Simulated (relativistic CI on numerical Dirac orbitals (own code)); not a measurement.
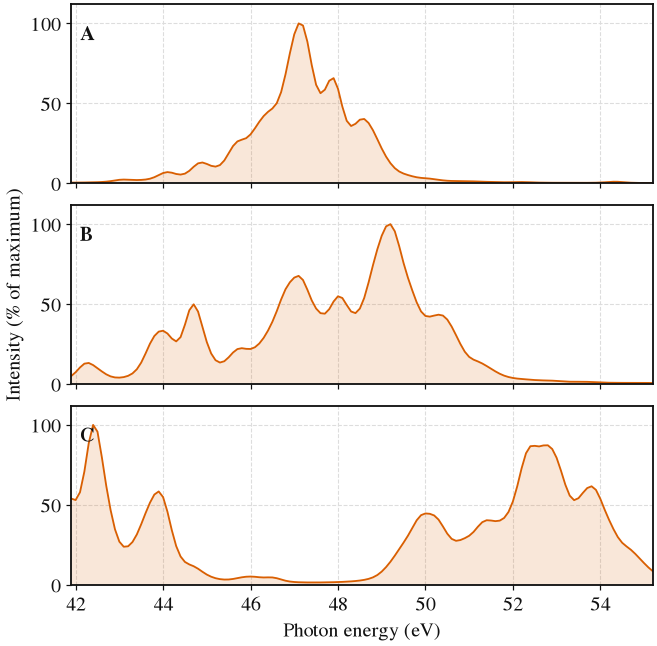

N₆,₇ X-ray absorption of Re⁵⁺, [Xe] 4f¹⁴ 5d², in 3 environments. Multiplet model: relativistic Dirac–Coulomb–Breit theory, one configuration a step, Slater integrals scaled by 0.9, 80 K, Voigt broadening (Lorentzian 0.3 eV, Gaussian 0.3 eV full widths), computed with a radial Dirac CI code.

(1) a field of D3d symmetry with 10Dq = 78,400, Dσ = −1,120, Dτ = 420 cm⁻¹
(2) no crystal field (free ion)
(3) a field of Oh symmetry with 10Dq = 32,750 cm⁻¹

> Match the spectra to the environments.

A is (2), maxima at 44.1 eV (7), 44.9 eV (13), 47.1 eV (100), 47.9 eV (66) and 48.6 eV (40); B is (3), maxima at 42.3 eV (13), 44.0 eV (33), 44.7 eV (50), 47.1 eV (68), 48.0 eV (55), 49.2 eV (100) and 50.3 eV (43); C is (1), maxima at 40.0 eV (21), 41.8 eV (56), 42.4 eV (100), 43.9 eV (58), 50.0 eV (45), 52.8 eV (87) and 53.8 eV (62) (heights in % of each maximum). The ground-state spin is S = 0.94 in all.

Note: free-ion energies, so absolute edge positions are off by a few eV from solids.
